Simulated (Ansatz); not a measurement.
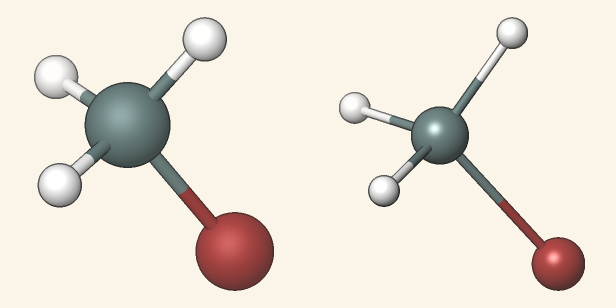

Two views of one molecule. Colours: tin teal, hydrogen white, bromine red.

The computed structure is the end point of a PBE0-D4/def2-TZVP optimisation.

> Give the formula.

BrH3Sn, 5 atoms: 1 bromine, 3 hydrogen and 1 tin.

> Count the bonded pairs by element.

3 Sn–H, 1 Br–Sn. Sticks follow a distance rule.

More results for the same structure follow; atom numbers are the same in all pictures, views and colours differ.

**Geometry**

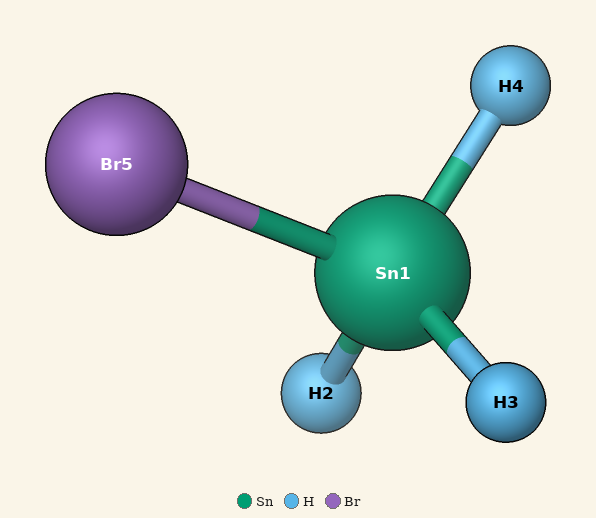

Atoms carry their numbers in the input.

What are the angles H2–Sn1–H3, H2–Sn1–Br5?

```
     angle  degrees
 H2–Sn1–H3    112.4
H2–Sn1–Br5    106.4
```

**Electronic properties**

Level of theory: RKS PBE0-D4/def2-TZVPP, core potentials on Sn (Ansatz 0.2.0).

Computed properties:

- HOMO energy (Kohn–Sham orbital): −8.16 eV
- LUMO energy (Kohn–Sham orbital): −1.08 eV
- HOMO–LUMO gap: 7.08 eV

**Vibrations**

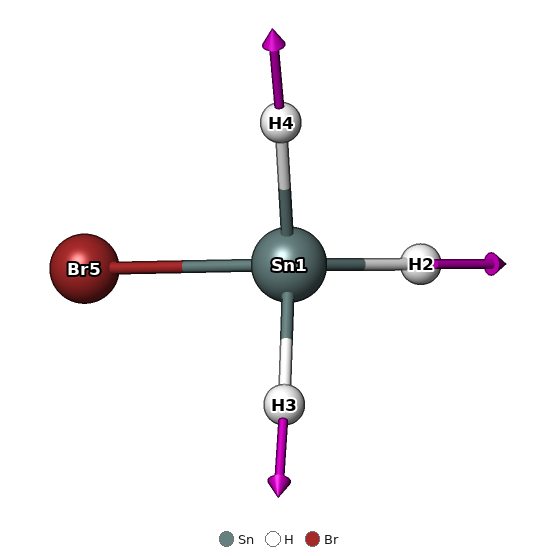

The arrows show one normal mode. Harmonic vibrations computed with RKS PBE0-D4/def2-TZVP, core potentials on Sn (Ansatz 0.2.0) at a stationary point of the same level.

> Describe the motion.

Mostly in-phase stretching of 3 Sn–H bonds.

> Estimate its harmonic wavenumber.

1968 cm⁻¹; it is mode 7 of 9 counted from the lowest.

**Thermal motion**

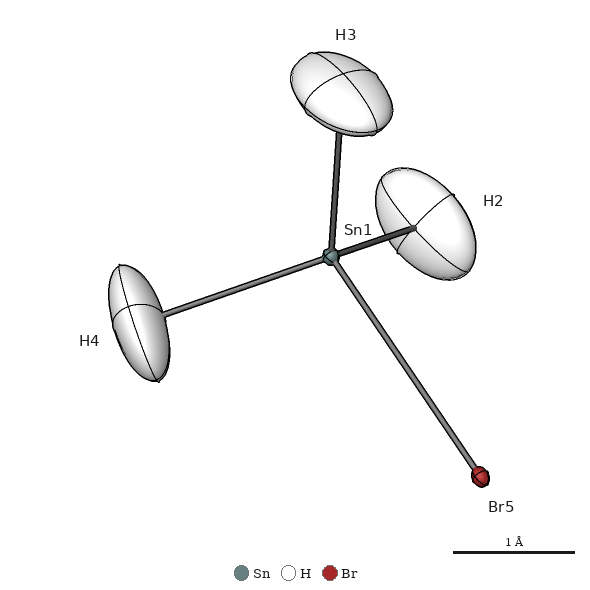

Displacement ellipsoids at the 50 % level, enlarged 1.5 times, from the internal vibrations of the free molecule (harmonic, no overall translation or rotation; no half-axis is drawn under 0.075 Å). Vibrations computed with RKS PBE0-D4/def2-TZVP, core potentials on Sn (Ansatz 0.2.0). Temperature: 600 K.

> Which atom has the largest mean-square displacement?

H2, H3, H4, with U_eq = 0.0293 Å².

> Does H2 move more along its bond or across it?

Across it: the root-mean-square amplitude is 0.093 Å along the bond and up to 0.234 Å across, since bending and torsion are softer than stretching.

Give the displacement parameters, one line for each set of equivalent atoms.

```json
{"atom": "Sn1", "U_eq (Å²)": "0.00025", "rms amplitudes (Å)": "0.004, 0.004, 0.027"}
{"atom": "H2, H3, H4", "U_eq (Å²)": "0.0293", "rms amplitudes (Å)": "0.093, 0.156, 0.234"}
{"atom": "Br5", "U_eq (Å²)": "0.00055", "rms amplitudes (Å)": "0.003, 0.003, 0.040"}
```

**Dipole moment**

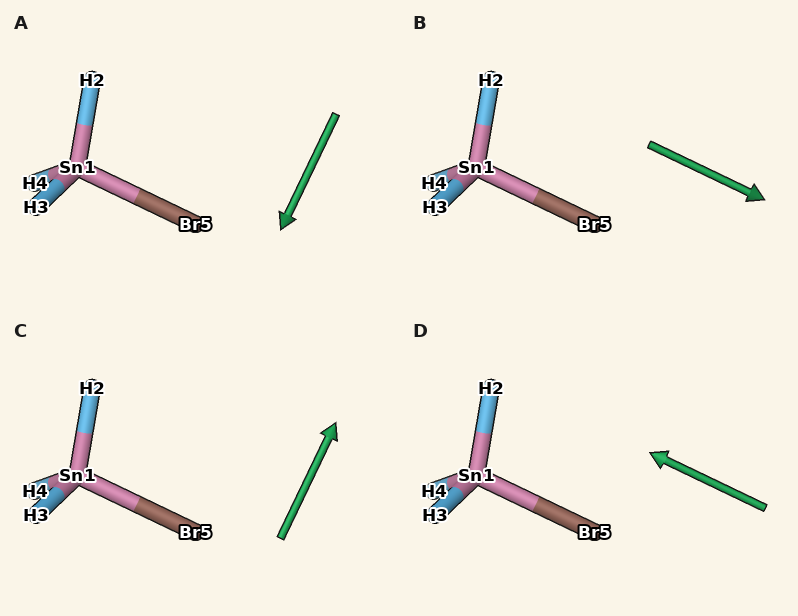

The same molecule four times, each with an arrow. Method: RKS PBE0-D4/def2-TZVP, core potentials on Sn (Ansatz 0.2.0).

> Which arrow points along the dipole moment, from the negative to the positive end?

D. The dipole moment is 2.34 D; it points from the side of Br5 to the side of H2, H3, H4 (the outermost atoms at the two ends).
